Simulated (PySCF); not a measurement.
Mg(OMe)(NH2), CH₅MgNO, SMILES C[O][Mg][NH2] at its B3LYP/def2-SVP optimised geometry (Å):

```
9

Mg    -0.5497     0.1005     0.0000
O      1.2281     0.1005     0.0000
C      2.6074     0.1245    -0.0142
H      3.0120     0.3943    -1.0122
H      3.0219     0.8605     0.7063
H      3.0457    -0.8605     0.2503
N     -2.4383     0.0969     0.0019
H     -3.0414    -0.5550     0.4989
H     -3.0457     0.7478    -0.4910
```

Calculation: B3LYP/def2-TZVP run with PySCF 2.14.0.

Map of the log10 of the electron density (e/bohr³), floored at −4 on the plane z = 0.6 Å:

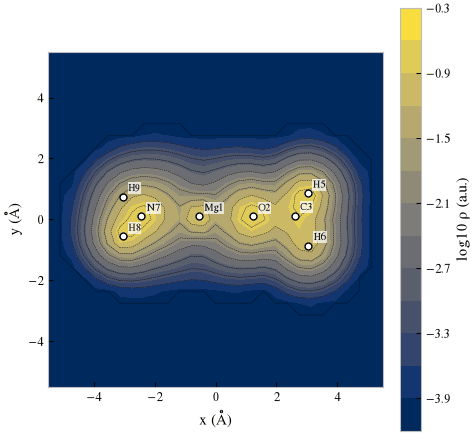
Fig. 1. Log10 of the electron density (e/bohr³), floored at −4 on the plane z = 0.6 Å.
